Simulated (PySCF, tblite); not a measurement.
**C8H13FSi: geometry, infrared bands and NMR shifts**

What infrared bands and NMR shifts should C8H13FSi (`C#CC[C@@](F)([SiH2]C)C(=C)C`) show?

The runs use tblite 0.8.0 and PySCF 2.14.0, with density-fitted response routines of our own; the level of theory stands in each step. All values are computed, except where a source is named. Atoms are numbered from 0 throughout.

### 1 The molecule as given

23 atoms, charge 0, multiplicity 1; geometry from: force field or distance geometry start.

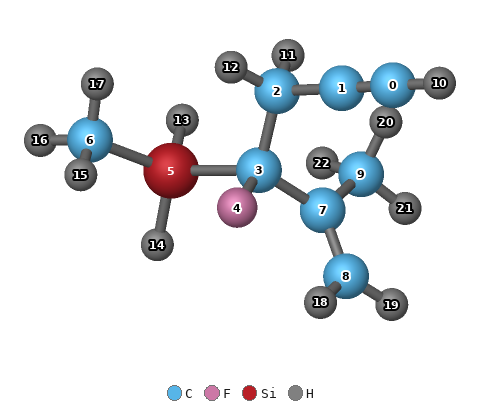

As it starts; carbon blue, fluorine pink, silicon red, hydrogen grey, atoms numbered.

### 2 Optimising the geometry with GFN2-xTB

Job settings and geometry (Å):

```
{"job": {"kind": "relax", "xc": "GFN2-xTB", "basis": "xTB"}, "charge": 0, "multiplicity": 1}
C     -1.983000     2.910900    -0.548900
C     -1.111000     2.235700    -0.119600
C     -0.006600     1.393000     0.436100
C      0.144100     0.052400    -0.318300
F      0.537200     0.342700    -1.587900
Si     1.658600    -0.960900     0.395000
C      3.252100    -0.047700     0.086700
C     -1.130600    -0.802800    -0.343500
C     -1.652400    -1.246400    -1.509200
C     -1.833800    -1.118800     0.959500
H     -2.779800     3.513500    -0.946300
H     -0.189200     1.232300     1.506600
H      0.908100     1.976600     0.356000
H      1.480700    -1.145100     1.861500
H      1.731900    -2.304000    -0.219600
H      3.405600     0.115200    -0.967600
H      4.106900    -0.615000     0.474700
H      3.249700     0.919500     0.585000
H     -1.185400    -1.010600    -2.456100
H     -2.564300    -1.829100    -1.542000
H     -2.160800    -0.192900     1.455400
H     -2.720900    -1.735900     0.806100
H     -1.161800    -1.655800     1.646300
```

Run with:

```console
OMP_NUM_THREADS=1 python probes_run.py task.json out
```

One launch serves the whole session: the jobs run in the order shown.

Standard output:

```text
step      E/eV     max force
  0    -819.24178    2.778
  1    -819.18387    6.394
  2    -819.37587    0.912
  3    -819.38850    0.883
  4    -819.40209    0.376
  5    -819.41917    0.299
  6    -819.42626    0.281
  7    -819.43403    0.143
  8    -819.43762    0.131
  9    -819.44084    0.135
 10    -819.44297    0.106
 11    -819.44503    0.118
 12    -819.44701    0.106
 13    -819.44906    0.128
 14    -819.45069    0.087
 15    -819.45187    0.081
 16    -819.45296    0.078
 17    -819.45419    0.105
 18    -819.45533    0.092
 19    -819.45613    0.067
 20    -819.45670    0.056
 21    -819.45729    0.065
 22    -819.45801    0.085
 23    -819.45877    0.081
 24    -819.45953    0.062
 25    -819.46028    0.064
 26    -819.46102    0.065
 27    -819.46161    0.054
 28    -819.46201    0.048
 29    -819.46232    0.047
 30    -819.46266    0.055
 31    -819.46301    0.063
 32    -819.46332    0.048
 33    -819.46359    0.045
 34    -819.46386    0.046
 35    -819.46416    0.048
 36    -819.46449    0.051
 37    -819.46489    0.057
 38    -819.46542    0.087
 39    -819.46615    0.089
 40    -819.46703    0.084
 41    -819.46789    0.072
 42    -819.46859    0.070
 43    -819.46917    0.086
 44    -819.46973    0.061
 45    -819.47024    0.055
 46    -819.47066    0.039
 47    -819.47099    0.059
 48    -819.47126    0.047
 49    -819.47148    0.030
 50    -819.47166    0.028
 51    -819.47183    0.040
 52    -819.47199    0.038
 53    -819.47212    0.024
 54    -819.47222    0.024
 55    -819.47234    0.039
 56    -819.47248    0.053
 57    -819.47264    0.045
 58    -819.47276    0.019
 59    -819.47286    0.020
 60    -819.47295    0.028
 61    -819.47307    0.035
 62    -819.47321    0.027
 63    -819.47333    0.024
 64    -819.47344    0.027
 65    -819.47354    0.025
 66    -819.47365    0.025
 67    -819.47376    0.019
 68    -819.47387    0.022
 69    -819.47397    0.022
 70    -819.47404    0.019
 71    -819.47411    0.018
 72    -819.47419    0.020
 73    -819.47427    0.023
 74    -819.47435    0.023
 75    -819.47443    0.020
 76    -819.47450    0.016
 77    -819.47457    0.020
 78    -819.47464    0.020
 79    -819.47470    0.018
 80    -819.47475    0.017
 81    -819.47482    0.021
 82    -819.47491    0.029
 83    -819.47503    0.031
 84    -819.47514    0.024
 85    -819.47523    0.023
 86    -819.47534    0.027
 87    -819.47548    0.034
 88    -819.47561    0.029
 89    -819.47568    0.014
 90    -819.47571    0.012
 91    -819.47574    0.017
 92    -819.47580    0.025
 93    -819.47587    0.024
 94    -819.47592    0.013
 95    -819.47595    0.012
 96    -819.47597    0.015
 97    -819.47601    0.019
 98    -819.47607    0.019
 99    -819.47610    0.011
100    -819.47612    0.009
```

Wall time 1.7 s (1 thread of Arm Neoverse N1, shared host); peak memory 0.18 GiB.

Step by step: (not every step is listed) (the energy doesn't fall at every step)

| step | energy from step 0 (eV) | largest force (eV/Å) |
| --- | --- | --- |
| 0 | 0.0000 | 2.7784 |
| 1 | 0.0579 | 6.3936 |
| 2 | -0.1341 | 0.9118 |
| 3 | -0.1467 | 0.8828 |
| 4 | -0.1603 | 0.3760 |
| 5 | -0.1774 | 0.2991 |
| 6 | -0.1845 | 0.2812 |
| 7 | -0.1923 | 0.1430 |
| 8 | -0.1958 | 0.1313 |
| 16 | -0.2112 | 0.0782 |
| 24 | -0.2178 | 0.0618 |
| 32 | -0.2215 | 0.0478 |
| 40 | -0.2253 | 0.0840 |
| 48 | -0.2295 | 0.0473 |
| 56 | -0.2307 | 0.0531 |
| 64 | -0.2317 | 0.0271 |
| 72 | -0.2324 | 0.0197 |
| 80 | -0.2330 | 0.0171 |
| 88 | -0.2338 | 0.0286 |
| 95 | -0.2342 | 0.0118 |
| 96 | -0.2342 | 0.0145 |
| 97 | -0.2342 | 0.0187 |
| 98 | -0.2343 | 0.0193 |
| 99 | -0.2343 | 0.0108 |
| 100 | -0.2343 | 0.0086 |

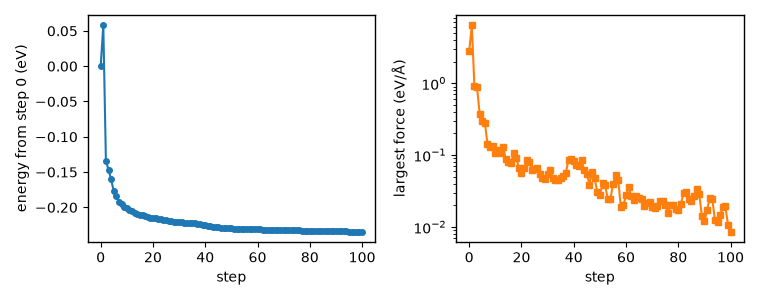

Energy and largest force along the relaxation.

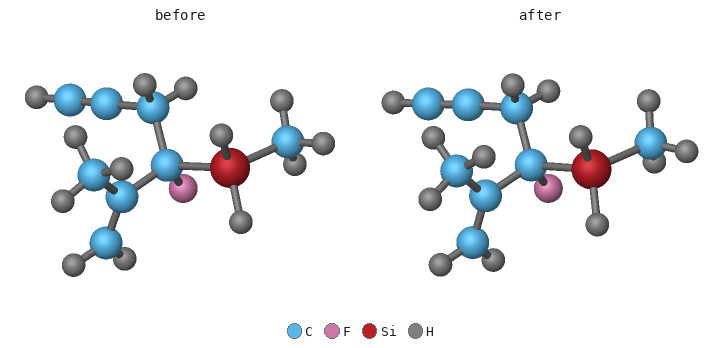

Before and after, at one scale.

Distances of close pairs at the start and the end, largest changes first:

```
   bond  before (Å)  after (Å)  change (Å)
  C1–C2       1.496      1.449      -0.047
  C3–F4       1.360      1.405      +0.044
  C3–C7       1.535      1.501      -0.034
 Si5–C6       1.862      1.894      +0.032
  C7–C8       1.352      1.324      -0.028
 C0–H10       1.075      1.049      -0.027
Si5–H13       1.489      1.470      -0.018
Si5–H14       1.479      1.463      -0.016
```

The end geometry stands in the next job.

### 3 Infrared spectrum with GFN2-xTB

Job settings and geometry (Å):

```
{"job": {"kind": "ir", "xc": "GFN2-xTB", "basis": "xTB"}, "charge": 0, "multiplicity": 1}
C     -2.123570     2.700361    -0.428400
C     -1.153290     2.128779    -0.024438
C      0.012342     1.397584     0.429105
C      0.175279     0.059906    -0.310216
F      0.598133     0.370842    -1.613352
Si     1.616824    -1.014825     0.421240
C      3.247610    -0.104520     0.107270
C     -1.102918    -0.723925    -0.384396
C     -1.553144    -1.226780    -1.523488
C     -1.813754    -0.932381     0.918769
H     -2.967234     3.217837    -0.774817
H     -0.061419     1.214074     1.503359
H      0.903370     2.002735     0.240084
H      1.384893    -1.176530     1.864170
H      1.564659    -2.306675    -0.262633
H      3.332390     0.196586    -0.933375
H      4.092429    -0.746560     0.336483
H      3.340160     0.787699     0.721223
H     -1.045250    -1.063808    -2.457417
H     -2.459129    -1.806951    -1.562208
H     -2.272487    -0.001721     1.251402
H     -2.598238    -1.675457     0.802255
H     -1.122409    -1.269287     1.689459
```

Standard output:

```text
mode    cm-1     km/mol
  1      27.4      0.26
  2      59.2      0.07
  3      62.8      0.33
  4      96.2      0.14
  5     118.5      0.09
  6     129.8      0.13
  7     159.3      0.59
  8     180.3      1.35
  9     197.7      0.92
 10     242.2      0.81
 11     297.4      4.23
 12     305.0      4.16
 13     356.9      3.24
 14     387.4      6.01
 15     413.9      3.33
 16     451.7     50.84
 17     475.4      5.92
 18     508.3      9.96
 19     593.5      9.28
 20     624.9     11.15
 21     640.1     17.85
 22     678.2      7.01
 23     688.7    152.65
 24     733.2     18.80
 25     754.6     75.42
 26     771.3    215.64
 27     824.8     77.98
 28     840.8    203.22
 29     869.3     23.07
 30     886.5     42.30
 31     925.5     14.82
 32     959.1      2.79
 33    1003.1     29.72
 34    1012.7      2.37
 35    1040.2     19.58
 36    1045.4      2.84
 37    1089.1      0.92
 38    1179.5      6.74
 39    1271.7     10.26
 40    1293.6     11.85
 41    1367.8     15.04
 42    1395.8      6.61
 43    1421.6      4.33
 44    1431.8      1.97
 45    1472.8      1.28
 46    1481.1      0.53
 47    1483.2      2.67
 48    1490.9      3.20
 49    1714.9     22.46
 50    2208.4    325.83
 51    2279.7    278.75
 52    2295.0     13.61
 53    2956.9     22.76
 54    2969.8     24.53
 55    3006.2     19.61
 56    3019.2     29.63
 57    3028.8     21.43
 58    3037.6     13.71
 59    3046.6     25.23
 60    3046.9     21.54
 61    3109.4     25.44
 62    3142.8     28.22
 63    3400.6      2.91
```

Run time: 2.1 s. Hardware: 1 thread of Arm Neoverse N1, shared host; peak memory 0.18 GiB.

Which atoms move in the most intense modes:

```csv
cm⁻¹,km/mol,atoms
452,50.8,"H14 31 %, H13 28 %, Si5 15 %"
689,152.7,"H13 47 %, H14 30 %, H16 11 %"
755,75.4,"H13 37 %, H14 31 %, C6 16 %"
771,215.6,"Si5 34 %, C6 28 %, H13 14 %, H14 12 %"
825,78.0,"H17 42 %, H15 21 %, C6 17 %"
841,203.2,"H16 34 %, H15 23 %, C6 15 %"
2208,325.8,H13 97 %
2280,278.8,H14 97 %
```

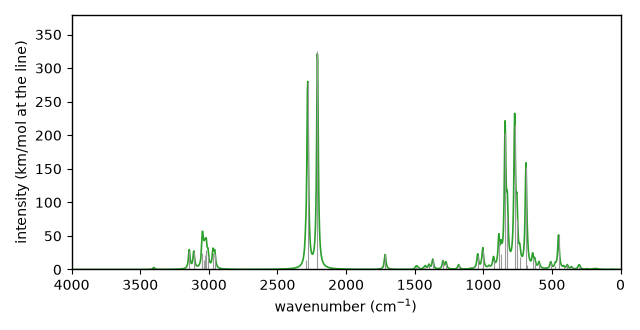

The infrared spectrum from these modes, unscaled. Lines are broadened to a width of 14 cm⁻¹ (Lorentzian).

### 4 NMR shieldings: PBE0/pcSseg-1

The job, as its differences from that of step 3:

```diff
@@ -1,2 +1,2 @@
-{"job": {"kind": "ir", "xc": "GFN2-xTB", "basis": "xTB"}, "charge": 0, "multiplicity": 1}
+{"job": {"kind": "nmr", "xc": "PBE0", "basis": "pcSseg-1"}, "charge": 0, "multiplicity": 1}
 C     -2.123570     2.700361    -0.428400
```

Method: GIAO PBE0/pcSseg-1 NMR shielding, non-relativistic, gas phase.

Standard output:

```text
coarse grid: 19464 points
cycle   1  E = -701.0865475448  dE =  1.070e+00  |g| = 6.824e-01  |ddm| = 4.451e+00
cycle   2  E = -701.0299316882  dE =  5.662e-02  |g| = 8.962e-01  |ddm| = 1.520e+00
cycle   3  E = -701.1844159115  dE = -1.545e-01  |g| = 1.654e-01  |ddm| = 9.303e-01
cycle   4  E = -701.1897044350  dE = -5.289e-03  |g| = 6.318e-02  |ddm| = 1.964e-01
cycle   5  E = -701.1905069618  dE = -8.025e-04  |g| = 2.839e-02  |ddm| = 6.263e-02
cycle   6  E = -701.1906800777  dE = -1.731e-04  |g| = 6.453e-03  |ddm| = 2.463e-02
cycle   7  E = -701.1906894342  dE = -9.356e-06  |g| = 2.167e-03  |ddm| = 6.560e-03
final grid: 183032 points
cycle   8  E = -701.2604145956  dE = -7.336e-05  |g| = 9.664e-03  |ddm| = 6.269e-02
cycle   9  E = -701.2603989568  dE =  1.564e-05  |g| = 1.280e-02  |ddm| = 2.143e-02
cycle  10  E = -701.2604372483  dE = -3.829e-05  |g| = 2.374e-03  |ddm| = 1.259e-02
cycle  11  E = -701.2604384502  dE = -1.202e-06  |g| = 4.667e-04  |ddm| = 2.401e-03
cycle  12  E = -701.2604384840  dE = -3.385e-08  |g| = 2.951e-04  |ddm| = 5.432e-04
cycle  13  E = -701.2604385044  dE = -2.042e-08  |g| = 6.555e-05  |ddm| = 2.456e-04
cycle  14  E = -701.2604385054  dE = -9.918e-10  |g| = 1.674e-05  |ddm| = 6.613e-05
converged SCF energy = -701.2604385054

GIAO shielding tensors (ppm)
atom      isotropic    diamagn.    paramagn.     s11        s22        s33       span
  0 C      109.021     258.913    -149.892     33.287     37.317    256.459    223.171
  1 C      102.765     260.145    -157.380      4.928     10.002    293.366    288.438
  2 C      159.245     252.680     -93.435    148.865    154.473    174.398     25.533
  3 C       86.551     248.231    -161.680     56.452     66.858    136.344     79.893
  4 F      376.879     479.256    -102.376    336.405    380.249    413.984     77.579
  5 Si     377.895     881.973    -504.078    330.863    387.562    415.261     84.398
  6 C      196.817     253.009     -56.191    193.015    195.366    202.072      9.057
  7 C       34.228     264.651    -230.423    -85.722     40.599    147.808    233.530
  8 C       69.818     251.169    -181.352    -34.778     82.474    161.757    196.534
  9 C      164.539     247.733     -83.194    150.291    157.047    186.278     35.987
 10 H       30.313      34.878      -4.565     24.608     25.167     41.165     16.556
 11 H       29.170      30.545      -1.375     25.280     28.768     33.462      8.181
 12 H       28.829      30.209      -1.380     23.112     29.651     33.725     10.612
 13 H       27.345      30.684      -3.339     23.338     27.099     31.598      8.260
 14 H       27.668      30.742      -3.074     23.640     27.159     32.206      8.566
 15 H       31.057      31.172      -0.115     25.692     30.017     37.463     11.771
 16 H       31.605      27.380       4.225     26.686     27.801     40.328     13.642
 17 H       31.552      30.755       0.797     26.585     29.840     38.232     11.647
 18 H       26.184      33.293      -7.109     22.859     23.989     31.705      8.846
 19 H       26.317      31.081      -4.765     23.139     25.298     30.513      7.373
 20 H       29.481      30.112      -0.631     24.577     29.881     33.985      9.408
 21 H       29.812      30.040      -0.228     25.697     27.906     35.834     10.137
 22 H       30.182      30.998      -0.816     25.313     30.229     35.003      9.690
```

Run time: 2.2 min. Hardware: 1 thread of Arm Neoverse N1, shared host; peak memory 1.1 GiB.

The references, computed at this level on geometries of the same kind, shield at (ppm): ¹H TMS 31.72, ¹³C TMS 186.9, ²⁹Si TMS 349.2, ¹⁹F CFCl3 170.9. Their shielding less the atom's gives the shift. The references are single molecules in the gas phase, so shifts against H2O, NH3, PH3, H3PO4 or CFCl3 are not on the usual liquid scales and can be off by tens of ppm. Atoms listed in one row are averaged.

| atoms | environment | σ (ppm) | δ (ppm) | δ scaled to CDCl3 |
| --- | --- | --- | --- | --- |
| C7 | fully substituted alkene carbon | 34.2 | 152.7 | 147.1 |
| C8 | terminal =CH2 carbon | 69.8 | 117.1 | 112.4 |
| C3 | allylic fully substituted sp3 carbon bonded to F and Si | 86.6 | 100.4 | 96.1 |
| C1 | alkyne carbon | 102.8 | 84.2 | 80.2 |
| C0 | terminal alkyne carbon | 109.0 | 77.9 | 74.1 |
| C2 | propargylic sp3 CH2 | 159.2 | 27.7 | 25.1 |
| C9 | allylic methyl carbon | 164.5 | 22.4 | 19.9 |
| C6 | methyl carbon bonded to Si | 196.8 | -9.9 | -11.6 |
| H18 | hydrogen on a terminal =CH2 carbon | 26.18 | 5.53 | 5.32 |
| H19 | hydrogen on a terminal =CH2 carbon | 26.32 | 5.40 | 5.20 |
| H13 | hydrogen on a silicon bonded to 2 C | 27.35 | 4.37 | – |
| H14 | hydrogen on a silicon bonded to 2 C | 27.67 | 4.05 | – |
| H12 | hydrogen on a propargylic sp3 CH2 | 28.83 | 2.89 | 2.83 |
| H11 | hydrogen on a propargylic sp3 CH2 | 29.17 | 2.55 | 2.51 |
| H20, H21, H22 | hydrogen on an allylic methyl carbon | 29.82 | 1.89 | 1.89 |
| H10 | hydrogen on a terminal alkyne carbon | 30.31 | 1.40 | 1.43 |
| H15, H16, H17 | hydrogen on a methyl carbon bonded to Si | 31.40 | 0.31 | 0.40 |
| F4 | fluorine on an sp3 carbon | 376.9 | -205.9 | – |
| Si5 | silicon bonded to 2 C, 2 H | 377.9 | -28.7 | – |

The scaled column applies a straight-line fit of computed shieldings to shifts measured in CDCl3, and one for carbons that bear F (root-mean-square error 0.16 ppm for H, 1.9 ppm for C).

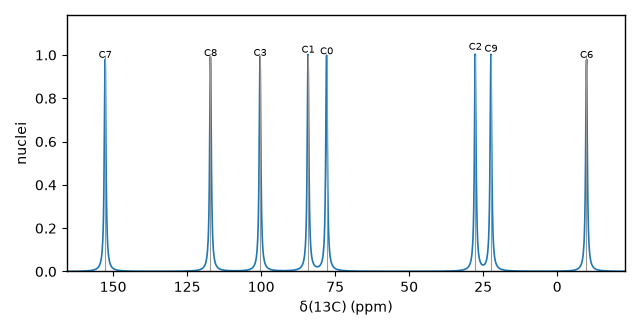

¹³C lines at the computed shifts, without couplings. Lines are broadened to a width of 0.65 ppm (Lorentzian).

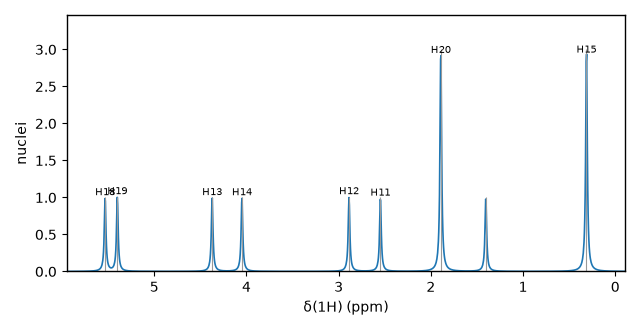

¹H lines at the computed shifts, without couplings. Lines are broadened to a width of 0.02 ppm (Lorentzian).

The run also stored atomic charges by several schemes (e):

```
atoms  Mulliken    IAO  Hirshfeld  ESP fit
   C0     -0.38  -0.24      -0.12    -0.44
   C1      0.18  -0.03      -0.04     0.03
   C2     -0.10  -0.29      -0.06    -0.26
   C3     -0.07   0.07       0.03     0.24
   F4     -0.33  -0.33      -0.09    -0.24
  Si5      0.67   0.75       0.34     0.48
   C6     -0.63  -0.71      -0.21    -0.55
   C7     -0.44   0.00      -0.01     0.22
   C8     -0.03  -0.34      -0.12    -0.55
   C9     -0.14  -0.42      -0.12    -0.51
```

Hirshfeld charges:

C0 -0.12; C1 -0.04; C2 -0.06; C3 0.03; F4 -0.09; Si5 0.34; C6 -0.21; C7 -0.01; C8 -0.12; C9 -0.12; H10 0.09; H11 0.06; H12 0.06; H13 -0.08; H14 -0.07; H15 0.05; H16 0.05; H17 0.04; H18 0.04; H19 0.04; H20 0.04; H21 0.05; H22 0.04

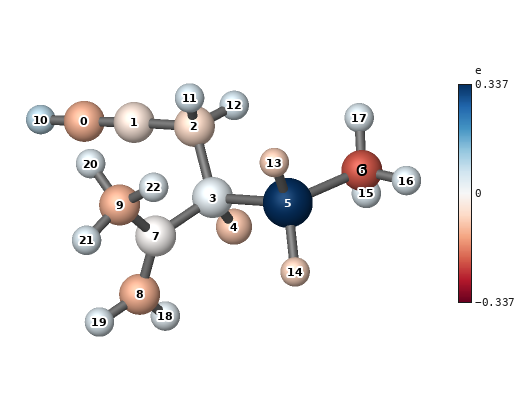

Hirshfeld charges, as colours on the atoms.

Mayer bond orders: C0–C1 2.53, C1–C2 1.12, C2–C3 0.99, C3–F4 0.82, C3–Si5 0.80, Si5–C6 0.96, C3–C7 0.97, C7–C8 2.01, C7–C9 1.03.

Orbitals, density, ELF and potential are computed afterwards from the orbital file.

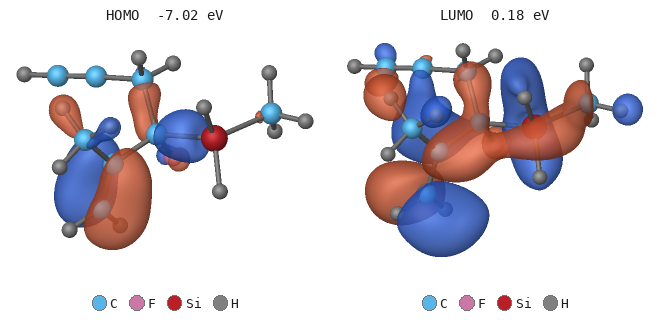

PBE0/pcSseg-1 orbitals near the gap, drawn at the value that encloses 70 % of each; the two colours are the two signs.

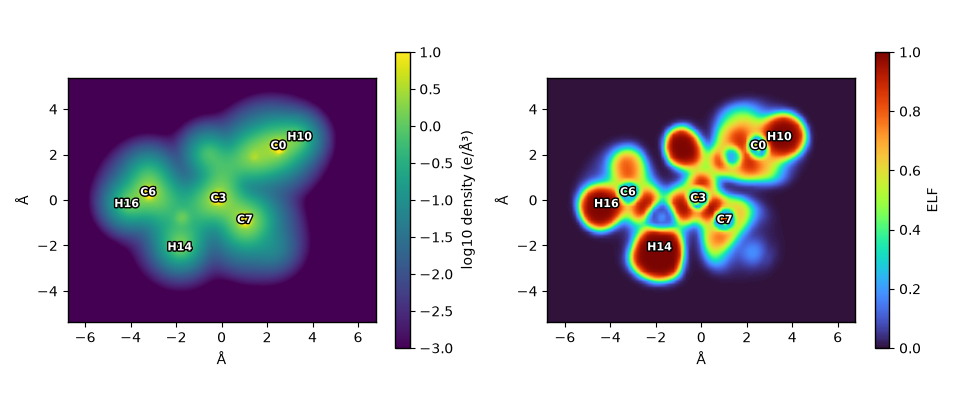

Density (left) and ELF (right) in a plane through or near 7 of the atoms.

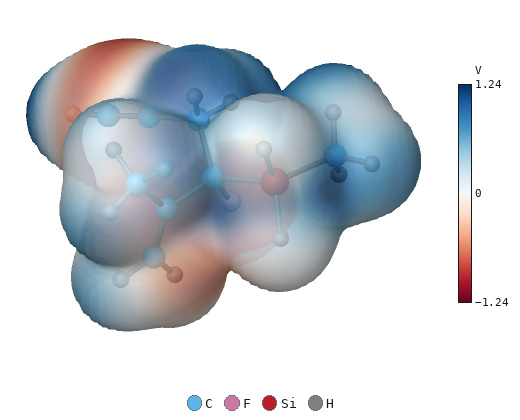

The potential that a unit positive charge feels on the 0.002 e/bohr³ surface, from -1.24 V near F4 to 1.17 V near H10.

### 5 Summary of results

| quantity | value |
| --- | --- |
| strongest single infrared mode (GFN2-xTB) | 2208 cm⁻¹, 326 km/mol |
| zero-point energy (GFN2-xTB) | 111.5 kcal/mol |
| ¹³C shifts against TMS (PBE0/pcSseg-1) | 152.7, 117.1, 100.4, 84.2, 77.9, 27.7, 22.4, -9.9 ppm |
| ¹H shifts against TMS (PBE0/pcSseg-1, means over atoms taken as alike) | 5.53, 5.40, 4.37, 4.05, 2.89, 2.55, 1.89, 1.40, 0.31 ppm |
| ¹⁹F shifts against CFCl3 (PBE0/pcSseg-1) | -205.9 ppm |
| ²⁹Si shifts against TMS (PBE0/pcSseg-1) | -28.7 ppm |
| surface potential, least and greatest | -1.24 V and 1.17 V |

What this shows: The optimisation took 100 steps and gained 0.234 eV; among the close pairs (by a distance rule), C1–C2 changed most, from 1.496 to 1.449 Å. No mode is imaginary among the 63: a minimum at this level. The strongest single mode, at 2208 cm⁻¹, moves mainly H13. Unscaled tight-binding wavenumbers are off by several per cent, some by more. Its intensities can rank the bands wrongly. C7 (fully substituted alkene carbon) lies farthest downfield among carbon, at 152.7 ppm; an sp2 carbon of a C=C bond. At PBE0/pcSseg-1: Shielding is most anisotropic at C1 (span 288 ppm, paramagnetic term -157 ppm).
